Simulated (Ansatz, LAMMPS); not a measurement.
# Amorphous Ge (61 atoms) under strain: runs compared

Aim: relax amorphous Ge (61 atoms), then change its volume and shape to read moduli from the stress.

Computed with Ansatz 0.2.0: Kohn-Sham DFT, PBE, PAW (set soft_1), plane waves.

## Step 1: The cell as built

The cell holds 61 atoms: 61 Ge. Cell: a = 11.188 Å, b = 11.188 Å, c = 11.188 Å, α = 90.0°, β = 90.0°, γ = 90.0°. 61 atoms (61 Ge) placed at random at 5.25 g/cm³, melted at 3500 K for 10 ps at fixed volume with the Tersoff potential (Tersoff, Phys. Rev. B 39, 5566 (1989)). Quenched from 3500 K to 500 K at 3 K/ps and fixed volume, held 5 ps.

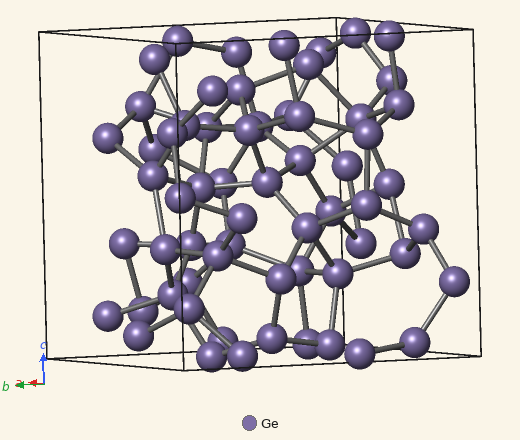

The cell as built. Some periodic images of atoms are drawn too.

What the set-up can't give: The quench rate of 3 K/ps is many orders above laboratory rates, so the cell is likely richer in defects and strain than a real sample. The starting topology of bonds comes from the classical model, and needn't be the one that DFT or experiment would give. The Brillouin zone is sampled at Γ only.

## Step 2: The reference run

The reference is a single point at the end of the relaxation.

Every strained cell starts from the geometry of this run, and its atoms are relaxed with the cell held.

Its input, with most atom lines left out:

```yaml
crystal:
  lattice:
    - [11.12072, -0.17898, -0.02528]
    - [-0.17898, 10.71624, 0.13103]
    - [-0.02528, 0.13103, 12.43252]
  atoms:
    - { symbol: Ge, position: [0.51406, 0.3192, 0.9403] }
    - { symbol: Ge, position: [0.36103, 0.57388, 0.69975] }
    - { symbol: Ge, position: [0.1248, 0.29708, 0.68592] }
    - { symbol: Ge, position: [0.31573, 0.43248, 0.38893] }
    - { symbol: Ge, position: [0.95982, 0.75478, 0.14113] }
    - { symbol: Ge, position: [0.91512, 0.08042, 0.88593] }
    - { symbol: Ge, position: [0.06312, 0.98125, 0.52984] }
    [... atom lines 8 to 61 left out ...]
kpoints:
  mp_grid: { grid: [1, 1, 1] }
hamiltonian:
  xc: pbe
  pseudopotentials: { kind: paw, azcp: { folder: soft_1 } }
scf:
  occupations: { method: gaussian, width: 0.025 }
output:
  forces: true
  stress: true
  populations: true
  dos:
    method: { smearing: { sigma: 0.08 } }
    de: 0.1
    projected: { site_lists: { Ge: [Ge] } }
  eigenvalues: true
  write_density: true
  write_potential: true
  volumetric_format: npy
  elf: true
```

| Quantity | Value |
| --- | --- |
| free energy per atom | -4294.8129 eV/atom |
| r.m.s. force component | 0.00827 eV/Å |
| pressure | 0.005053 GPa |

Filled and empty levels are parted by 0.483 eV (at Γ alone); a semilocal functional tends to put such gaps too low. In a disordered cell it changes from sample to sample, and tail or defect levels can set it.

## Step 3: The runs

Each row is one run, on 4 threads of AMD EPYC 7B13 (Zen 3), shared host. The free energy is the program's total, comparable only between runs with the same functional, potentials and atoms.

| run | atoms | outcome | ionic steps, all passes | free energy (eV) | time | host memory (GiB) |
| --- | --- | --- | --- | --- | --- | --- |
| Single point at the start | 61 | converged | - | -261977.039 | 20 s | 2.1 |
| Cell and atoms relaxed | 61 | converged | 31 | -261983.586 | 8.5 min | 2.2 |
| Single point at the relaxed geometry | 61 | converged | - | -261983.586 | 32 s | 2.2 |
| Volume -3 % | 61 | converged | 2 | -261983.370 | 41 s | 2.2 |
| Volume +3 % | 61 | converged | 3 | -261983.398 | 61 s | 2.3 |
| Volume -6 % | 61 | converged | 4 | -261982.698 | 72 s | 2.2 |
| Volume +6 % | 61 | converged | 3 | -261982.868 | 67 s | 2.3 |
| Volume -10 % | 61 | converged | 11 | -261981.149 | 3.1 min | 2.0 |
| Stretched by 1 % along x | 61 | converged | 2 | -261983.553 | 43 s | 2.3 |
| Compressed by 1 % along x | 61 | converged | 2 | -261983.553 | 44 s | 2.2 |

In some runs the program notes that the SCF threshold is loose for the stress.

## Step 4: Pressure against volume

Atoms are relaxed at each volume, in the scaled cell.

```csv
volume change (%),volume (Å³/atom),energy change (meV/atom),pressure (GPa),largest move on relaxing (Å),bonds,gap (eV)
-10,21.851,39.95,5.41,1.14,124,0.490
-6,22.822,14.55,3.36,0.15,124,0.513
-3,23.551,3.54,1.61,0.04,123,0.500
+0,24.279,0.00,0.01,-,123,0.483
+3,25.007,3.08,-1.33,0.06,123,0.474
+6,25.736,11.77,-2.47,0.11,123,0.460
```

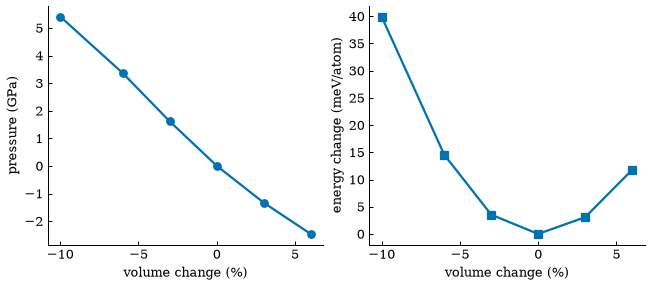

Pressure and energy against volume.

## Step 5: Uniaxial strain and shear

Stress (GPa, compression positive) less that of the relaxed cell, atoms relaxed:

```csv
strain,xx,yy,zz,xy,energy change (meV/atom)
stretched by 1 % along x,-0.697,-0.292,-0.369,-0.028,0.54
compressed by 1 % along x,0.745,0.304,0.374,0.036,0.54
```

## Step 6: What came out

The bulk modulus, from the slope of pressure against ln V over the three points nearest the relaxed volume, is 49.1 GPa; between neighbouring points the slope runs 47, 56, 53, 45 and 39 GPa from the smallest volume up, without a steady fall, so no pressure derivative is given. The count of bonds runs from 123 to 124 over the series, so at some points contacts cross the cutoffs. At -10 % some atom moved by over 0.5 Å on relaxing, so that point may sit in another local minimum. The gap goes from 0.490 eV at the smallest volume to 0.460 eV at the largest, not monotonically (lowest 0.460, highest 0.513 eV), on the run's k-points. In the Cartesian axes of the cell, finite differences give C11 = 72.1, C12 = 29.8 and C13 = 37.1 GPa. The mean of C11, C12 and C13, which equals the bulk modulus in a cubic or isotropic solid, is 46.3 GPa: it agrees with the bulk modulus within 10 %.

Caveats: Strains are finite and relaxations stop at the force tolerance of the input, which can leave moduli too stiff; they are those of a static cell at zero temperature. Volumes are changed with the cell's shape held, so in an anisotropic solid the modulus lies over the one under free hydrostatic load. The program notes that the SCF threshold of the relaxations is loose for the stress. The cell edges changed by -1, -4 and +11 % with the Γ point alone; in so small a cell a change of shape can follow the discrete levels, so shape, energy gain and any gap at the end may be artefacts of the sampling.

The DFT runs together took 18 min of wall time.

[Logs are printed without paths, hosts, clocks, repeated set-up lines and the standing remarks that a program may print on its own settings, such as how far it seeks lower states.]

[Hosts, paths, dates, database ids (printed as entryN), source tags and the programs' standing remarks are cut or masked in the printed files.]
